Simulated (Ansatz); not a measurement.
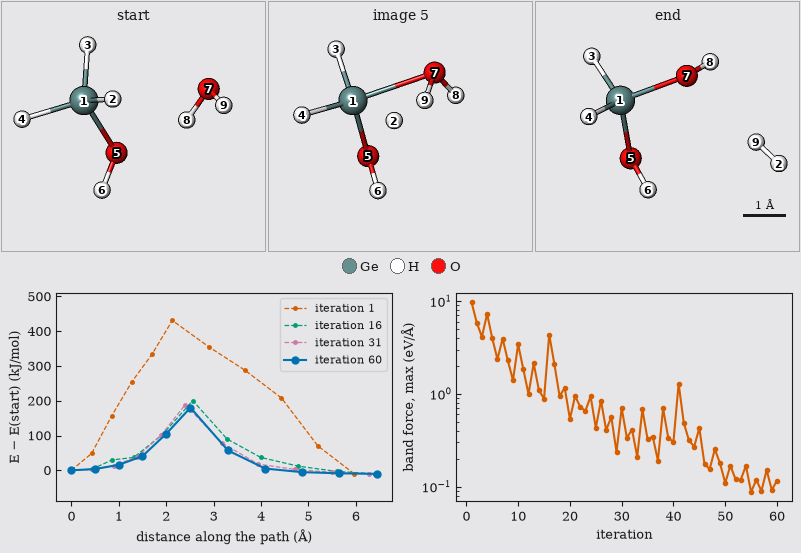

A nudged-elastic-band calculation for GeH$_{6}$O$_{2}$. Images are numbered from 0 (start) to 10 (end). The plot follows the band through its iterations. Style: ball-and-stick. Shown at a tilt.

All numbers below come from Ansatz, RKS BLYP-D4/def2-SVP. Settings: 9 movable images; climbing image; force threshold 0.05 eV/Å; iteration limit 60; optimiser L-BFGS; largest step 0.5 Å; starting path through a guess of the saddle point.

### Did the band converge, and can the barrier be trusted?

The result isn't final. The band hadn't converged when the run stopped after 60 iterations. The largest component of the band force went from 9.7 to 0.12 eV/Å. The barrier read from it is provisional, though the highest image hardly moved in the last two iterations. The step length is far from the usual. The first iteration put the highest image at 431.0 kJ/mol. Forward barrier 180.2 kJ/mol, backward barrier 190.5 kJ/mol, with image 5 at the top; the reaction energy is −10.3 kJ/mol.

The run took 12 min on 2 threads of Arm Neoverse V1, with other jobs on the host, peak memory 0.14 GiB.
